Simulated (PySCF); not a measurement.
Input file:

```
{"job": {"kind": "uv", "xc": "CAM-B3LYP", "basis": "def2-SVPD", "nstates": 8, "ntriplets": 3}, "charge": 0, "multiplicity": 1}
C     -2.702068    -1.283613     0.357588
Si    -2.127503     0.130646    -0.771134
C     -0.372168     0.595744    -0.311772
C      0.240667     1.785007    -0.026971
C      1.597698     1.496239     0.239096
C      1.732495     0.144872     0.098684
C      2.910517    -0.750335     0.253698
O      0.547865    -0.401913    -0.233550
H     -3.706397    -1.608139     0.101148
H     -2.044143    -2.144264     0.272318
H     -2.709365    -0.979881     1.401179
H     -2.176576    -0.304911    -2.174065
H     -2.957761     1.326107    -0.586890
H     -0.229904     2.746965    -0.009987
H      2.369406     2.191955     0.500939
H      3.123563    -1.267195    -0.681898
H      3.778807    -0.166358     0.544138
H      2.716108    -1.504610     1.015823
```

Command:

```sh
OMP_NUM_THREADS=1 python probes_run.py task.json out
```

Geometry: GFN2-xTB.

Method: PySCF, CAM-B3LYP/def2-SVPD, SCF density, gas phase.

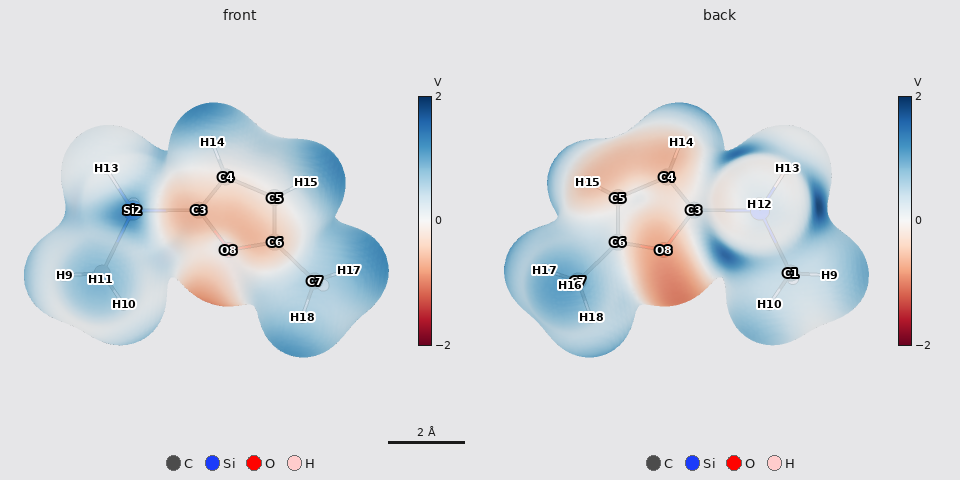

C₆H₁₀OSi. The molecular electrostatic potential painted on the density surface at 0.004 e/bohr³, seen from the front and from behind; the colour scale runs from red (negative) to blue (positive).

### Describe the electrostatic potential map.

The most negative region (about −1.0 V) lies over O8, the most positive (about +1.7 V) over Si2. O8 is the likeliest acceptor of a hydrogen bond.

### How polar is the molecule by this calculation?

Its dipole moment is 1.00 D.
